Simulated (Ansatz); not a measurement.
**GaNH₆O: molecular dynamics (part 1 of 3)**

- system: GaNH₆O
- method: RHF/def2-SVP (Ansatz 0.2.0)

It belongs to a series of runs on one base structure; here: dynamics from the highest image of the converged band.

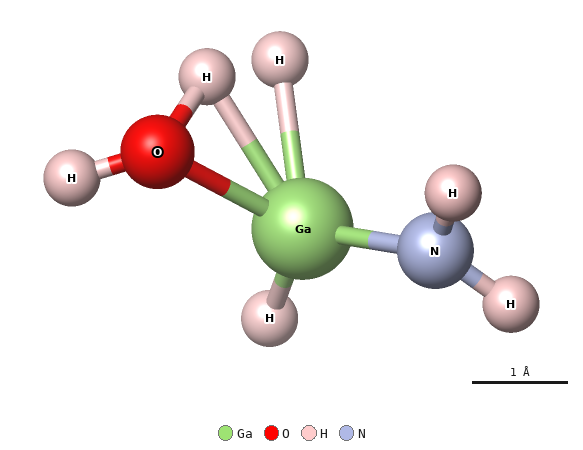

Figure 1. The starting structure (ball-and-stick view, seen at a tilt). Sticks mark near contacts.

### Summary

```tsv
quantity	value
outcome	finished
mean temperature over the second half	1396 K
trajectory	200 steps, 100 fs
ensemble	nve
temperature in the input	100.0 K
time step	0.5 fs
potential energy (last step)	−55938.3110 eV
mean-field energy (last step)	−55938.3110 eV
largest force (length of the vector) (last step)	2.807 eV/Å
hardware	2 threads of Arm Neoverse V2, 24 GiB of memory available, shared host
wall time	2.4 min (CPU time 4.5 min)
peak memory	0.17 GiB
```

### Notes

So short a trajectory is not equilibrated.

### Input
```yaml
crystal:
  periodic: [false, false, false]
  atoms:
    - { symbol: Ga, position_ang: [-0.002113, 0.166355, -0.061514] }
    - { symbol: O, position_ang: [0.140153, 0.297157, 1.878585] }
    - { symbol: H, position_ang: [-0.46848, -0.086621, 2.494564] }
    - { symbol: "N", position_ang: [1.609086, -0.184816, -0.82332] }
    - { symbol: H, position_ang: [1.71428, -0.475353, -1.77493] }
    - { symbol: H, position_ang: [2.48044, 0.127573, -0.442794] }
    - { symbol: H, position_ang: [-1.377045, -0.336163, -0.603861] }
    - { symbol: H, position_ang: [-0.187882, 1.943667, 0.507672] }
    - { symbol: H, position_ang: [-0.096839, 1.410799, 1.360497] }
basis:
  gaussian: { orbitals: def2-SVP }
hamiltonian:
  xc: hf
md:
  timestep: 0.5
  n_steps: 200
  ensemble: nve
  temperature: 100.0
  initial_velocities: maxwell_boltzmann
  seed: 11787
```

Launched with:
```bash
ansatz run input.yaml --threads 2 --pin off --max-ram 3072MiB --backend cpu --events-out ev --progress --plain --runs-dir out
```

### Output
```
Engine: ansatz 0.2.0, aarch64-unknown-linux-gnu
Functional definition: HF
  exchange = exact_x
  correlation = 0
968 factors; integrals over basis functions are off by at most 4.1e-4 eV
mean field evaluation 1: about -55933.2322 eV, gradient 4.4e1 eV
mean field evaluation 2: about -55933.2745 eV, gradient 4.4e1 eV
mean field evaluation 4: about -55937.2536 eV, gradient 2.9e0 eV
mean field evaluation 8: about -55937.2862 eV, gradient 1.2e-4 eV
mean field -55937.28623834 eV, -2055.6573536045 hartree, gradient 1.0e-5 eV, S^2 0.000000; 0 other end points of the search recorded, 0 dependent functions left out
the calculation of the forces begins
reference -55937.28623834 eV, -2055.6573536045 hartree; 26, 26 occupied and 64, 64 virtual orbitals, 968 factors
md step     0: t =     0.00 fs  T =   100.0 K  F+E_penalty+E_count = -55937.28623834 eV  E_kin = 0.090482 eV  conserved = -55937.19575634 eV  (33 SCF iters)
these checks for a lower state are left out or cut short: starts, cluster_reference, orbital_swaps, neighbouring_geometries, increment
968 factors; integrals over basis functions are off by at most 4.2e-4 eV
mean field evaluation 16: about -55937.2820 eV, gradient 9.7e-6 eV
mean field -55937.28198280 eV, -2055.6571972165 hartree, gradient 1.7e-5 eV, S^2 0.000000; 0 other end points of the search recorded, 0 dependent functions left out
the calculation of the forces begins
reference -55937.28198280 eV, -2055.6571972165 hartree; 26, 26 occupied and 64, 64 virtual orbitals, 968 factors
md step     1: t =     0.50 fs  T =    95.4 K  F+E_penalty+E_count = -55937.28198280 eV  E_kin = 0.086333 eV  conserved = -55937.19564995 eV  (28 SCF iters)
[... from here on the SCF iterations and repeated set-up lines of each step are left out, up to the last step ...]
md step     2: t =     1.00 fs  T =    83.7 K  F+E_penalty+E_count = -55937.27105307 eV  E_kin = 0.075726 eV  conserved = -55937.19532678 eV  (28 SCF iters)
md step     3: t =     1.50 fs  T =    70.2 K  F+E_penalty+E_count = -55937.25849459 eV  E_kin = 0.063546 eV  conserved = -55937.19494875 eV  (27 SCF iters)
md step     4: t =     2.00 fs  T =    61.2 K  F+E_penalty+E_count = -55937.25012450 eV  E_kin = 0.055391 eV  conserved = -55937.19473322 eV  (27 SCF iters)
md step     5: t =     2.50 fs  T =    60.2 K  F+E_penalty+E_count = -55937.24924610 eV  E_kin = 0.054442 eV  conserved = -55937.19480391 eV  (27 SCF iters)
md step     6: t =     3.00 fs  T =    66.0 K  F+E_penalty+E_count = -55937.25480003 eV  E_kin = 0.059704 eV  conserved = -55937.19509608 eV  (27 SCF iters)
md step     7: t =     3.50 fs  T =    74.0 K  F+E_penalty+E_count = -55937.26232851 eV  E_kin = 0.066920 eV  conserved = -55937.19540822 eV  (27 SCF iters)
md step     8: t =     4.00 fs  T =    79.0 K  F+E_penalty+E_count = -55937.26700024 eV  E_kin = 0.071450 eV  conserved = -55937.19555026 eV  (28 SCF iters)
md step     9: t =     4.50 fs  T =    78.6 K  F+E_penalty+E_count = -55937.26653091 eV  E_kin = 0.071078 eV  conserved = -55937.19545293 eV  (28 SCF iters)
md step    10: t =     5.00 fs  T =    74.2 K  F+E_penalty+E_count = -55937.26231529 eV  E_kin = 0.067138 eV  conserved = -55937.19517754 eV  (26 SCF iters)
md step    11: t =     5.50 fs  T =    70.4 K  F+E_penalty+E_count = -55937.25856353 eV  E_kin = 0.063710 eV  conserved = -55937.19485345 eV  (27 SCF iters)
md step    12: t =     6.00 fs  T =    72.6 K  F+E_penalty+E_count = -55937.26032492 eV  E_kin = 0.065715 eV  conserved = -55937.19461026 eV  (26 SCF iters)
md step    13: t =     6.50 fs  T =    85.0 K  F+E_penalty+E_count = -55937.27145411 eV  E_kin = 0.076918 eV  conserved = -55937.19453590 eV  (26 SCF iters)
md step    14: t =     7.00 fs  T =   108.9 K  F+E_penalty+E_count = -55937.29321808 eV  E_kin = 0.098555 eV  conserved = -55937.19466286 eV  (27 SCF iters)
md step    15: t =     7.50 fs  T =   142.4 K  F+E_penalty+E_count = -55937.32381367 eV  E_kin = 0.128843 eV  conserved = -55937.19497041 eV  (34 SCF iters)
md step    16: t =     8.00 fs  T =   180.6 K  F+E_penalty+E_count = -55937.35878289 eV  E_kin = 0.163389 eV  conserved = -55937.19539392 eV  (33 SCF iters)
md step    17: t =     8.50 fs  T =   217.0 K  F+E_penalty+E_count = -55937.39217380 eV  E_kin = 0.196340 eV  conserved = -55937.19583397 eV  (34 SCF iters)
md step    18: t =     9.00 fs  T =   245.5 K  F+E_penalty+E_count = -55937.41827041 eV  E_kin = 0.222113 eV  conserved = -55937.19615765 eV  (33 SCF iters)
md step    19: t =     9.50 fs  T =   262.6 K  F+E_penalty+E_count = -55937.43379142 eV  E_kin = 0.237598 eV  conserved = -55937.19619317 eV  (33 SCF iters)
md step    20: t =    10.00 fs  T =   270.5 K  F+E_penalty+E_count = -55937.44047927 eV  E_kin = 0.244714 eV  conserved = -55937.19576524 eV  (33 SCF iters)
md step    21: t =    10.50 fs  T =   279.0 K  F+E_penalty+E_count = -55937.44730770 eV  E_kin = 0.252432 eV  conserved = -55937.19487537 eV  (33 SCF iters)
md step    22: t =    11.00 fs  T =   304.5 K  F+E_penalty+E_count = -55937.46953980 eV  E_kin = 0.275545 eV  conserved = -55937.19399495 eV  (34 SCF iters)
md step    23: t =    11.50 fs  T =   361.4 K  F+E_penalty+E_count = -55937.52098530 eV  E_kin = 0.327034 eV  conserved = -55937.19395084 eV  (34 SCF iters)
md step    24: t =    12.00 fs  T =   449.8 K  F+E_penalty+E_count = -55937.60206212 eV  E_kin = 0.407011 eV  conserved = -55937.19505146 eV  (34 SCF iters)
md step    25: t =    12.50 fs  T =   551.9 K  F+E_penalty+E_count = -55937.69589650 eV  E_kin = 0.499362 eV  conserved = -55937.19653472 eV  (34 SCF iters)
md step    26: t =    13.00 fs  T =   643.4 K  F+E_penalty+E_count = -55937.77947914 eV  E_kin = 0.582120 eV  conserved = -55937.19735957 eV  (33 SCF iters)
md step    27: t =    13.50 fs  T =   709.5 K  F+E_penalty+E_count = -55937.83910435 eV  E_kin = 0.641933 eV  conserved = -55937.19717183 eV  (33 SCF iters)
md step    28: t =    14.00 fs  T =   751.6 K  F+E_penalty+E_count = -55937.87635822 eV  E_kin = 0.680051 eV  conserved = -55937.19630695 eV  (34 SCF iters)
md step    29: t =    14.50 fs  T =   782.9 K  F+E_penalty+E_count = -55937.90370825 eV  E_kin = 0.708414 eV  conserved = -55937.19529445 eV  (34 SCF iters)
md step    30: t =    15.00 fs  T =   820.0 K  F+E_penalty+E_count = -55937.93647927 eV  E_kin = 0.741930 eV  conserved = -55937.19454973 eV  (33 SCF iters)
md step    31: t =    15.50 fs  T =   875.1 K  F+E_penalty+E_count = -55937.98613951 eV  E_kin = 0.791817 eV  conserved = -55937.19432212 eV  (34 SCF iters)
md step    32: t =    16.00 fs  T =   952.0 K  F+E_penalty+E_count = -55938.05613599 eV  E_kin = 0.861408 eV  conserved = -55937.19472790 eV  (33 SCF iters)
md step    33: t =    16.50 fs  T =  1043.6 K  F+E_penalty+E_count = -55938.14004776 eV  E_kin = 0.944306 eV  conserved = -55937.19574137 eV  (34 SCF iters)
md step    34: t =    17.00 fs  T =  1133.1 K  F+E_penalty+E_count = -55938.22231762 eV  E_kin = 1.025229 eV  conserved = -55937.19708868 eV  (34 SCF iters)
md step    35: t =    17.50 fs  T =  1199.2 K  F+E_penalty+E_count = -55938.28311620 eV  E_kin = 1.085018 eV  conserved = -55937.19809829 eV  (33 SCF iters)
md step    36: t =    18.00 fs  T =  1228.2 K  F+E_penalty+E_count = -55938.30911980 eV  E_kin = 1.111309 eV  conserved = -55937.19781078 eV  (32 SCF iters)
md step    37: t =    18.50 fs  T =  1228.4 K  F+E_penalty+E_count = -55938.30736446 eV  E_kin = 1.111481 eV  conserved = -55937.19588389 eV  (34 SCF iters)
md step    38: t =    19.00 fs  T =  1231.6 K  F+E_penalty+E_count = -55938.30822606 eV  E_kin = 1.114418 eV  conserved = -55937.19380825 eV  (33 SCF iters)
md step    39: t =    19.50 fs  T =  1269.4 K  F+E_penalty+E_count = -55938.34239610 eV  E_kin = 1.148545 eV  conserved = -55937.19385123 eV  (34 SCF iters)
md step    40: t =    20.00 fs  T =  1340.9 K  F+E_penalty+E_count = -55938.40922874 eV  E_kin = 1.213318 eV  conserved = -55937.19591120 eV  (33 SCF iters)
md step    41: t =    20.50 fs  T =  1415.0 K  F+E_penalty+E_count = -55938.47809176 eV  E_kin = 1.280353 eV  conserved = -55937.19773898 eV  (34 SCF iters)
md step    42: t =    21.00 fs  T =  1461.0 K  F+E_penalty+E_count = -55938.51999567 eV  E_kin = 1.321975 eV  conserved = -55937.19802088 eV  (33 SCF iters)
md step    43: t =    21.50 fs  T =  1471.3 K  F+E_penalty+E_count = -55938.52834722 eV  E_kin = 1.331245 eV  conserved = -55937.19710229 eV  (34 SCF iters)
md step    44: t =    22.00 fs  T =  1458.7 K  F+E_penalty+E_count = -55938.51568330 eV  E_kin = 1.319855 eV  conserved = -55937.19582861 eV  (33 SCF iters)
md step    45: t =    22.50 fs  T =  1443.8 K  F+E_penalty+E_count = -55938.50119793 eV  E_kin = 1.306382 eV  conserved = -55937.19481605 eV  (33 SCF iters)
md step    46: t =    23.00 fs  T =  1443.7 K  F+E_penalty+E_count = -55938.50064178 eV  E_kin = 1.306249 eV  conserved = -55937.19439302 eV  (33 SCF iters)
md step    47: t =    23.50 fs  T =  1465.4 K  F+E_penalty+E_count = -55938.52060944 eV  E_kin = 1.325908 eV  conserved = -55937.19470143 eV  (34 SCF iters)
md step    48: t =    24.00 fs  T =  1503.6 K  F+E_penalty+E_count = -55938.55616505 eV  E_kin = 1.360463 eV  conserved = -55937.19570237 eV  (33 SCF iters)
md step    49: t =    24.50 fs  T =  1541.5 K  F+E_penalty+E_count = -55938.59183792 eV  E_kin = 1.394798 eV  conserved = -55937.19703994 eV  (34 SCF iters)
md step    50: t =    25.00 fs  T =  1558.3 K  F+E_penalty+E_count = -55938.60788519 eV  E_kin = 1.409992 eV  conserved = -55937.19789342 eV  (33 SCF iters)
md step    51: t =    25.50 fs  T =  1542.8 K  F+E_penalty+E_count = -55938.59321561 eV  E_kin = 1.395918 eV  conserved = -55937.19729783 eV  (34 SCF iters)
md step    52: t =    26.00 fs  T =  1506.8 K  F+E_penalty+E_count = -55938.55879830 eV  E_kin = 1.363417 eV  conserved = -55937.19538175 eV  (33 SCF iters)
md step    53: t =    26.50 fs  T =  1480.5 K  F+E_penalty+E_count = -55938.53369204 eV  E_kin = 1.339564 eV  conserved = -55937.19412766 eV  (33 SCF iters)
md step    54: t =    27.00 fs  T =  1482.3 K  F+E_penalty+E_count = -55938.53623026 eV  E_kin = 1.341177 eV  conserved = -55937.19505299 eV  (33 SCF iters)
md step    55: t =    27.50 fs  T =  1499.1 K  F+E_penalty+E_count = -55938.55327919 eV  E_kin = 1.356438 eV  conserved = -55937.19684115 eV  (32 SCF iters)
md step    56: t =    28.00 fs  T =  1503.6 K  F+E_penalty+E_count = -55938.55798186 eV  E_kin = 1.360461 eV  conserved = -55937.19752119 eV  (33 SCF iters)
md step    57: t =    28.50 fs  T =  1482.3 K  F+E_penalty+E_count = -55938.53815943 eV  E_kin = 1.341258 eV  conserved = -55937.19690097 eV  (33 SCF iters)
md step    58: t =    29.00 fs  T =  1442.7 K  F+E_penalty+E_count = -55938.50126593 eV  E_kin = 1.305410 eV  conserved = -55937.19585577 eV  (33 SCF iters)
md step    59: t =    29.50 fs  T =  1400.8 K  F+E_penalty+E_count = -55938.46251675 eV  E_kin = 1.267457 eV  conserved = -55937.19505958 eV  (32 SCF iters)
md step    60: t =    30.00 fs  T =  1369.9 K  F+E_penalty+E_count = -55938.43423811 eV  E_kin = 1.239507 eV  conserved = -55937.19473107 eV  (32 SCF iters)
md step    61: t =    30.50 fs  T =  1355.8 K  F+E_penalty+E_count = -55938.42167303 eV  E_kin = 1.226792 eV  conserved = -55937.19488148 eV  (32 SCF iters)
md step    62: t =    31.00 fs  T =  1355.9 K  F+E_penalty+E_count = -55938.42235222 eV  E_kin = 1.226861 eV  conserved = -55937.19549144 eV  (32 SCF iters)
md step    63: t =    31.50 fs  T =  1359.6 K  F+E_penalty+E_count = -55938.42660321 eV  E_kin = 1.230166 eV  conserved = -55937.19643734 eV  (32 SCF iters)
md step    64: t =    32.00 fs  T =  1351.5 K  F+E_penalty+E_count = -55938.42015337 eV  E_kin = 1.222885 eV  conserved = -55937.19726851 eV  (34 SCF iters)
md step    65: t =    32.50 fs  T =  1320.3 K  F+E_penalty+E_count = -55938.39175875 eV  E_kin = 1.194611 eV  conserved = -55937.19714765 eV  (33 SCF iters)
md step    66: t =    33.00 fs  T =  1271.0 K  F+E_penalty+E_count = -55938.34559712 eV  E_kin = 1.150036 eV  conserved = -55937.19556157 eV  (25 SCF iters)
md step    67: t =    33.50 fs  T =  1230.4 K  F+E_penalty+E_count = -55938.30693084 eV  E_kin = 1.113268 eV  conserved = -55937.19366285 eV  (27 SCF iters)
md step    68: t =    34.00 fs  T =  1226.7 K  F+E_penalty+E_count = -55938.30366221 eV  E_kin = 1.109948 eV  conserved = -55937.19371397 eV  (27 SCF iters)
md step    69: t =    34.50 fs  T =  1258.7 K  F+E_penalty+E_count = -55938.33476957 eV  E_kin = 1.138918 eV  conserved = -55937.19585182 eV  (27 SCF iters)
md step    70: t =    35.00 fs  T =  1294.2 K  F+E_penalty+E_count = -55938.36871398 eV  E_kin = 1.170989 eV  conserved = -55937.19772494 eV  (33 SCF iters)
md step    71: t =    35.50 fs  T =  1302.4 K  F+E_penalty+E_count = -55938.37627369 eV  E_kin = 1.178474 eV  conserved = -55937.19779933 eV  (34 SCF iters)
md step    72: t =    36.00 fs  T =  1279.4 K  F+E_penalty+E_count = -55938.35416648 eV  E_kin = 1.157666 eV  conserved = -55937.19650043 eV  (33 SCF iters)
md step    73: t =    36.50 fs  T =  1244.2 K  F+E_penalty+E_count = -55938.32073185 eV  E_kin = 1.125792 eV  conserved = -55937.19494021 eV  (33 SCF iters)
md step    74: t =    37.00 fs  T =  1221.9 K  F+E_penalty+E_count = -55938.29954391 eV  E_kin = 1.105603 eV  conserved = -55937.19394128 eV  (25 SCF iters)
md step    75: t =    37.50 fs  T =  1229.3 K  F+E_penalty+E_count = -55938.30617290 eV  E_kin = 1.112328 eV  conserved = -55937.19384468 eV  (25 SCF iters)
md step    76: t =    38.00 fs  T =  1268.3 K  F+E_penalty+E_count = -55938.34223713 eV  E_kin = 1.147618 eV  conserved = -55937.19461880 eV  (25 SCF iters)
md step    77: t =    38.50 fs  T =  1325.8 K  F+E_penalty+E_count = -55938.39562596 eV  E_kin = 1.199640 eV  conserved = -55937.19598573 eV  (33 SCF iters)
md step    78: t =    39.00 fs  T =  1378.9 K  F+E_penalty+E_count = -55938.44512282 eV  E_kin = 1.247688 eV  conserved = -55937.19743463 eV  (33 SCF iters)
md step    79: t =    39.50 fs  T =  1404.6 K  F+E_penalty+E_count = -55938.46908238 eV  E_kin = 1.270937 eV  conserved = -55937.19814526 eV  (33 SCF iters)
md step    80: t =    40.00 fs  T =  1393.9 K  F+E_penalty+E_count = -55938.45849069 eV  E_kin = 1.261247 eV  conserved = -55937.19724407 eV  (33 SCF iters)
md step    81: t =    40.50 fs  T =  1364.0 K  F+E_penalty+E_count = -55938.42910877 eV  E_kin = 1.234177 eV  conserved = -55937.19493164 eV  (33 SCF iters)
md step    82: t =    41.00 fs  T =  1351.5 K  F+E_penalty+E_count = -55938.41621801 eV  E_kin = 1.222899 eV  conserved = -55937.19331909 eV  (33 SCF iters)
md step    83: t =    41.50 fs  T =  1380.6 K  F+E_penalty+E_count = -55938.44344721 eV  E_kin = 1.249209 eV  conserved = -55937.19423852 eV  (33 SCF iters)
md step    84: t =    42.00 fs  T =  1437.8 K  F+E_penalty+E_count = -55938.49750797 eV  E_kin = 1.300992 eV  conserved = -55937.19651600 eV  (33 SCF iters)
md step    85: t =    42.50 fs  T =  1487.9 K  F+E_penalty+E_count = -55938.54411150 eV  E_kin = 1.346249 eV  conserved = -55937.19786262 eV  (33 SCF iters)
md step    86: t =    43.00 fs  T =  1506.7 K  F+E_penalty+E_count = -55938.56091397 eV  E_kin = 1.363250 eV  conserved = -55937.19766356 eV  (33 SCF iters)
md step    87: t =    43.50 fs  T =  1494.4 K  F+E_penalty+E_count = -55938.54877478 eV  E_kin = 1.352160 eV  conserved = -55937.19661430 eV  (33 SCF iters)
md step    88: t =    44.00 fs  T =  1467.0 K  F+E_penalty+E_count = -55938.52284096 eV  E_kin = 1.327380 eV  conserved = -55937.19546110 eV  (33 SCF iters)
md step    89: t =    44.50 fs  T =  1443.7 K  F+E_penalty+E_count = -55938.50094055 eV  E_kin = 1.306311 eV  conserved = -55937.19462988 eV  (34 SCF iters)
md step    90: t =    45.00 fs  T =  1438.7 K  F+E_penalty+E_count = -55938.49614698 eV  E_kin = 1.301769 eV  conserved = -55937.19437749 eV  (34 SCF iters)
md step    91: t =    45.50 fs  T =  1456.0 K  F+E_penalty+E_count = -55938.51226679 eV  E_kin = 1.317386 eV  conserved = -55937.19488114 eV  (34 SCF iters)
md step    92: t =    46.00 fs  T =  1486.6 K  F+E_penalty+E_count = -55938.54122867 eV  E_kin = 1.345136 eV  conserved = -55937.19609247 eV  (34 SCF iters)
md step    93: t =    46.50 fs  T =  1510.9 K  F+E_penalty+E_count = -55938.56453608 eV  E_kin = 1.367068 eV  conserved = -55937.19746834 eV  (33 SCF iters)
md step    94: t =    47.00 fs  T =  1508.0 K  F+E_penalty+E_count = -55938.56237971 eV  E_kin = 1.364445 eV  conserved = -55937.19793482 eV  (33 SCF iters)
md step    95: t =    47.50 fs  T =  1473.4 K  F+E_penalty+E_count = -55938.52979301 eV  E_kin = 1.333124 eV  conserved = -55937.19666897 eV  (34 SCF iters)
md step    96: t =    48.00 fs  T =  1428.6 K  F+E_penalty+E_count = -55938.48716530 eV  E_kin = 1.292583 eV  conserved = -55937.19458204 eV  (34 SCF iters)
md step    97: t =    48.50 fs  T =  1405.0 K  F+E_penalty+E_count = -55938.46527881 eV  E_kin = 1.271250 eV  conserved = -55937.19402929 eV  (33 SCF iters)
md step    98: t =    49.00 fs  T =  1410.9 K  F+E_penalty+E_count = -55938.47221551 eV  E_kin = 1.276648 eV  conserved = -55937.19556703 eV  (34 SCF iters)
md step    99: t =    49.50 fs  T =  1424.0 K  F+E_penalty+E_count = -55938.48566032 eV  E_kin = 1.288502 eV  conserved = -55937.19715789 eV  (34 SCF iters)
md step   100: t =    50.00 fs  T =  1418.6 K  F+E_penalty+E_count = -55938.48086876 eV  E_kin = 1.283551 eV  conserved = -55937.19731732 eV  (33 SCF iters)
md step   101: t =    50.50 fs  T =  1389.1 K  F+E_penalty+E_count = -55938.45325807 eV  E_kin = 1.256870 eV  conserved = -55937.19638768 eV  (33 SCF iters)
md step   102: t =    51.00 fs  T =  1348.5 K  F+E_penalty+E_count = -55938.41540869 eV  E_kin = 1.220107 eV  conserved = -55937.19530147 eV  (34 SCF iters)
md step   103: t =    51.50 fs  T =  1314.0 K  F+E_penalty+E_count = -55938.38357216 eV  E_kin = 1.188933 eV  conserved = -55937.19463866 eV  (33 SCF iters)
md step   104: t =    52.00 fs  T =  1297.1 K  F+E_penalty+E_count = -55938.36818134 eV  E_kin = 1.173623 eV  conserved = -55937.19455882 eV  (34 SCF iters)
```
